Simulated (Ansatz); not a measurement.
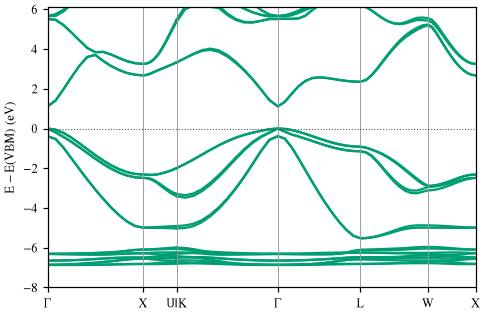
*Band structure from PBEsol with spin–orbit coupling in the plane-wave PAW code Ansatz*

### Question
Read off the gap and where the band edges lie.

### Answer
About 1.1 eV (1.11 eV by a search for the band edges); maximum at Γ, minimum at Γ.

The material is ZnSe (zinc blende, F-43m).

The PBEsol relaxation kept the symmetry of its start.

Potentials: the later of the program's two PAW sets.
